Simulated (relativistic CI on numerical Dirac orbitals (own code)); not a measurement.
# Co²⁺: 2p photoemission multiplets

Aim: the 2p photoemission spectrum of Co²⁺ in 3 surroundings, from the same atomic integrals.

Method: Dirac-Coulomb-Breit CI, KLI orbitals optimised for each configuration, model QED (radiative potential, 1s self-energy scaled to tabulated hydrogen-like ionisation energies), multiplet model of photoemission in the sudden approximation in a parametric crystal field. Code: relativistic CI on numerical Dirac orbitals (own code) version 1.

## (1) The system

```
ion            : Co²⁺ (Co III)
nuclear charge : 27
electrons      : 25
configurations : [Ar] 3d7 → [He] 2s2 2p5 3s2 3p6 3d7
temperature    : 300 K
widths         : Lorentz 0.7 eV, Gauss 0.6 eV
surrounding 1  : Oh, 10Dq = 20400 cm⁻¹
surrounding 2  : Oh, 10Dq = 26150 cm⁻¹
surrounding 3  : Oh, 10Dq = 31850 cm⁻¹
```

## (2) Surrounding 1: Oh, 10Dq = 20400

Input settings:

```ini
atom Co  Z=27  charge=2  electrons=25
nucleus A=59  rms_radius_fm=3.7875
hamiltonian dirac-coulomb  breit=on  qed=on  c_scale=1
orbitals kli  potential=per-configuration
slater_scale 1
correlation none
mixing on
configurations
  [Ar] 3d7
  [He] 2s2 2p5 3s2 3p6 3d7
end
photoemission 2p T=300 lorentz=0.7 gauss=0.6
crystal_field Oh 10Dq=20400
```

The program writes no log. Results of the run, from its result record (rounded, main fields):

```text
{
  "status": "converged",
  "curve, one point in 6 above 2 % of the maximum [energy, intensity] [eV; 1/eV]": [
    [808.1, 0.003163],
    [808.7, 0.004275],
    [809.3, 0.006195],
    [809.9, 0.01006],
    [810.5, 0.02037],
    [811.1, 0.06338],
    [811.7, 0.1546],
    [812.3, 0.1085],
    [812.9, 0.09814],
    [813.5, 0.1164],
    [814.1, 0.07685],
    [814.7, 0.07796],
    [815.3, 0.06991],
    [815.9, 0.05089],
    [816.5, 0.03731],
    [817.1, 0.0327],
    [817.7, 0.03535],
    [818.3, 0.02792],
    [818.9, 0.02118],
    [819.5, 0.02507],
    [820.1, 0.01748],
    [820.7, 0.009796],
    [821.3, 0.007726],
    [821.9, 0.006616],
    [822.5, 0.00539],
    [823.1, 0.003944],
    [825.3, 0.003147],
    [825.9, 0.004037],
    [826.5, 0.005697],
    [827.1, 0.009634],
    [827.7, 0.02159],
    [828.3, 0.05626],
    [828.9, 0.09154],
    [829.5, 0.09638],
    [830.1, 0.08022],
    [830.7, 0.04808],
    [831.3, 0.03153],
    [831.9, 0.02322],
    [832.5, 0.01735],
    [833.1, 0.01129],
    [833.7, 0.007328],
    [834.3, 0.005209],
    [834.9, 0.003838]
  ],
  "sticks, the strongest [energy, strength] [eV, share]": [
    [811.7, 0.06493],
    [811.71, 0.09565],
    [812.11, 0.02084],
    [812.22, 0.01761],
    [813.02, 0.02529],
    [813.34, 0.02863],
    [813.53, 0.03381],
    [814.68, 0.03085],
    [815.49, 0.01879],
    [828.53, 0.02207],
    [828.82, 0.0505],
    [829.44, 0.04113],
    [829.71, 0.02871],
    [829.95, 0.02104]
  ],
  "centroid [eV]": 819.263,
  "spread [eV]": 7.68852,
  "peak [eV]": 811.8,
  "ground_S": 1.49506,
  "radial 2p5 3d7 [Ha, bohr]": {"<r^-3>(2p)": 552.45, "<r^1>(2p)": 0.22129, "<r^2>(2p)": 0.060039, "<r^4>(2p)": 0.0072739, "zeta(2p)": 0.35513, "<r^-3>(3d)": 7.8038, "<r^1>(3d)": 0.8798, "<r^2>(3d)": 0.96972, "<r^4>(3d)": 2.0806, "F2(3d,3d)": 0.49129, "F4(3d,3d)": 0.30707, "F2(2p,3d)": 0.29148, "G1(2p,3d)": 0.22121, "G3(2p,3d)": 0.12578, "zeta(3d)": 0.0034081}
}
```

Wall time 0.62 s (1 thread, shared host).

## (3) Surrounding 2: Oh, 10Dq = 26150

Changes to the settings of step 2:

```diff
@@ -12,2 +12,2 @@
 photoemission 2p T=300 lorentz=0.7 gauss=0.6
-crystal_field Oh 10Dq=20400
+crystal_field Oh 10Dq=26150
```

Main fields:

```text
{
  "status": "converged",
  "curve, one point in 10 above 2 % of the maximum [energy, intensity] [eV; 1/eV]": [
    [809.3, 0.003548],
    [810.3, 0.006174],
    [811.3, 0.01459],
    [812.3, 0.07406],
    [813.3, 0.1718],
    [814.3, 0.1262],
    [815.3, 0.08871],
    [816.3, 0.06189],
    [817.3, 0.03251],
    [818.3, 0.02915],
    [819.3, 0.01954],
    [820.3, 0.009711],
    [821.3, 0.007008],
    [822.3, 0.005829],
    [823.3, 0.004373],
    [824.3, 0.00349],
    [826.5, 0.005984],
    [827.5, 0.01574],
    [828.5, 0.0608],
    [829.5, 0.09187],
    [830.5, 0.07705],
    [831.5, 0.0238],
    [832.5, 0.02201],
    [833.5, 0.009443],
    [834.5, 0.004114]
  ],
  "sticks, the strongest [energy, strength] [eV, share]": [
    [812.59, 0.03403],
    [812.9, 0.0916],
    [813.34, 0.05151],
    [813.37, 0.08762],
    [814.47, 0.08875],
    [828.95, 0.05816],
    [829.35, 0.03771],
    [829.7, 0.04073]
  ],
  "centroid [eV]": 819.722,
  "spread [eV]": 7.38889,
  "peak [eV]": 813.2,
  "ground_S": 0.545941
}
```

Wall time 0.61 s (1 thread, shared host).

## (4) Surrounding 3: Oh, 10Dq = 31850

Changes to the settings of step 3:

```diff
@@ -12,2 +12,2 @@
 photoemission 2p T=300 lorentz=0.7 gauss=0.6
-crystal_field Oh 10Dq=26150
+crystal_field Oh 10Dq=31850
```

Main fields:

```text
{
  "status": "converged",
  "curve, one point in 10 above 2 % of the maximum [energy, intensity] [eV; 1/eV]": [
    [809.5, 0.003706],
    [810.5, 0.00652],
    [811.5, 0.01573],
    [812.5, 0.08405],
    [813.5, 0.1769],
    [814.5, 0.1304],
    [815.5, 0.0938],
    [816.5, 0.05664],
    [817.5, 0.02458],
    [818.5, 0.02488],
    [819.5, 0.02068],
    [820.5, 0.009813],
    [821.5, 0.006093],
    [822.5, 0.005066],
    [823.5, 0.00564],
    [824.5, 0.004122],
    [825.5, 0.00428],
    [826.5, 0.005702],
    [827.5, 0.01425],
    [828.5, 0.07573],
    [829.5, 0.08918],
    [830.5, 0.06028],
    [831.5, 0.02405],
    [832.5, 0.01512],
    [833.5, 0.01215],
    [834.5, 0.005103]
  ],
  "sticks, the strongest [energy, strength] [eV, share]": [
    [813.02, 0.1059],
    [813.55, 0.06598],
    [813.59, 0.0971],
    [814.72, 0.05278],
    [815.7, 0.06276],
    [828.59, 0.05633],
    [829, 0.05328],
    [829.99, 0.06683]
  ],
  "centroid [eV]": 819.748,
  "spread [eV]": 7.32988,
  "peak [eV]": 813.4,
  "ground_S": 0.507909
}
```

Wall time 0.61 s (1 thread, shared host).

## (5) Comparison

| surrounding | ground S | centroid (eV) | spread (eV) | up to four highest peaks (% of the highest), eV |
| --- | --- | --- | --- | --- |
| 1: Oh | 1.50 | 819.26 | 7.69 | 811.8 (100), 813.4 (76), 814.7 (50), 829.5 (61) |
| 2: Oh | 0.55 | 819.72 | 7.39 | 813.2 (100), 814.4 (74), 829.3 (54), 830.1 (50) |
| 3: Oh | 0.51 | 819.75 | 7.33 | 813.4 (100), 814.6 (74), 815.6 (53), 829.9 (53) |

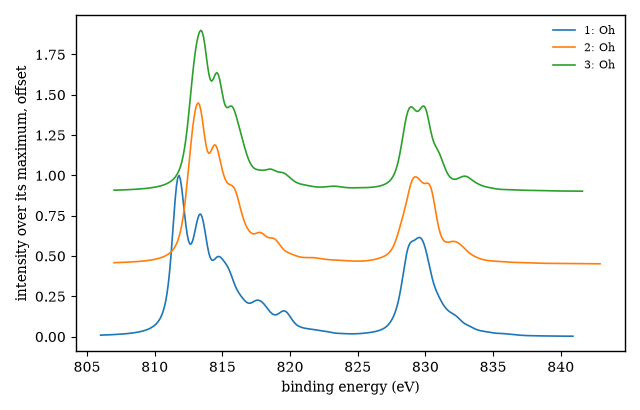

The spectra, each scaled to its maximum and offset.

## (6) Results

```
                           quantity         value
            highest peak, first run      811.8 eV
ground spin (effective S from ⟨S²⟩)  0.51 to 1.50
```

What this shows: The ground spin changes between the runs (1.50 to 0.51), and the line shape with it. The position of the maximum differs by up to 1.6 eV between the surroundings, by shifts of peaks or by peaks exchanging rank. Energies are those of the free ion without screening by ligands; binding energies in solids differ by tens of eV.
